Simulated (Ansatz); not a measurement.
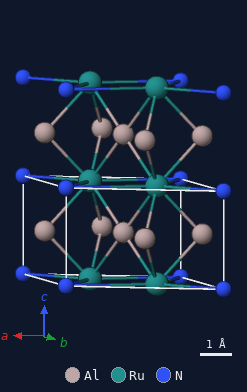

This is the input geometry for a relaxation of a crystal of Al3Ru2N (a generated structure, set up in P6/mmm) (coarse preliminary run). The picture is a ball-and-stick view of the cell of the calculation, repeated 1 × 1 × 2 with one cell outlined, seen from a free direction.

Level of theory: DFT PBE, scalar-relativistic, plane waves, PAW (Ansatz).

Input file:
```yaml
crystal:
  lattice:
    - [5.28409881, 0.0, 0.0]
    - [-2.6420494, 4.5761638, 0.0]
    - [0.0, 0.0, 3.1919934]
  atoms:
    - { symbol: Al, position: [0.5, 0.0, 0.5] }
    - { symbol: Al, position: [0.5, 0.5, 0.5] }
    - { symbol: Al, position: [0.0, 0.5, 0.5] }
    - { symbol: Ru, position: [0.33333333, 0.66666667, 0.0], spin: 1.0 }
    - { symbol: Ru, position: [0.66666667, 0.33333333, 0.0], spin: 1.0 }
    - { symbol: "N", position: [0.0, 0.0, 0.0] }
basis:
  ecutwfc: 420
kpoints:
  mp_grid: { grid: [6, 6, 6] }
hamiltonian:
  xc: pbe
scf:
  occupations: { method: gaussian, width: 0.1 }
  lower_state_search: "off"
output:
  forces: true
  stress: true
  eigenvalues: true
  populations: true
magnetization:
  spin_polarized: true
relax:
  adjacent_minimum: "off"
  f_tol: 0.04
  max_steps: 70
  cell: { stress_tol: 0.4 }
```

Run as
```bash
ansatz run input.yaml --threads 1 --pin off --max-ram 2560MiB --backend cpu --events-out ev --progress --plain --runs-dir out
```

Question: Predict the outcome.

Answer: No atom moves by more than 0.005 Å relative to the cell. The drawn cell changes as follows: a = b 5.284 → 5.161 Å (−2.3 %), c 3.192 → 4.024 Å (+26.1 %); the volume changes by +20.2 %. Near-neighbour distances that change, for instance: Al1–Ru4 2.208 → 2.503 Å, Ru4–N6 3.051 → 2.980 Å. Bond angles that change, for instance: Ru4–Al1–Ru5 87.4° → 73.0°, Ru4–Al1–Ru4 92.6° → 107.0°, Al1–Ru4–Al1 92.6° → 107.0°. The space group stays P6/mmm (No. 191). The energy falls by 703 meV per atom in 9 accepted moves (11 points after the start). All forces vanish by symmetry, so only the cell relaxes. The pressure goes from 54.76 to 0.04 GPa. The SCF was repeated twice at an unchanged geometry on a basis and grid sized afresh for the cell, which shifted the energy by 39.3 meV per atom at most. The program noted that the starting moments weren't kept. The run may lie on a higher electronic state than the lowest, so the end point isn't shown to be the ground-state structure. Cost: 2.6 min on 1 thread of Arm Neoverse V1, with other jobs on the host, peak memory 0.43 GiB.

Step by step:

```
step  E − E(0), meV/atom  pressure, GPa  volume, Å³/atom                      note
   0                0.00          54.76           12.864                          
   1             -364.00          27.35           14.184                          
   2             -532.45           9.64           15.486                          
   3             -595.53           1.67           16.089                          
   4             -633.51          -1.87           16.023                          
   5             -652.14          -2.87           15.525                          
   6             -654.41           1.94           15.124                          
   7             -655.31          -0.03           15.310                          
   8             -694.63           2.77           15.310  same geometry, new basis
   9             -702.15           0.94           15.348                          
  10             -702.42           0.04           15.468                          
  11             -702.67           0.04           15.468  same geometry, new basis
```

The structure at the end:

```
CELL_PARAMETERS angstrom
5.16076 0.00000 0.00000
-2.58038 4.46935 0.00000
0.00000 0.00000 4.02378
ATOMIC_POSITIONS crystal
Al 0.50000 0.00000 0.50000
Al 0.50000 0.50000 0.50000
Al 0.00000 0.50000 0.50000
Ru 0.33333 0.66667 0.00000
Ru 0.66667 0.33333 0.00000
N 0.00000 0.00000 0.00000
```

The end point in the same view:

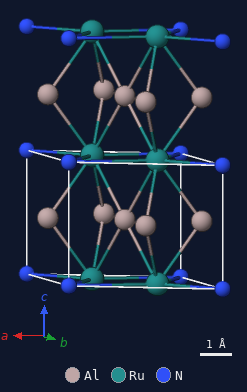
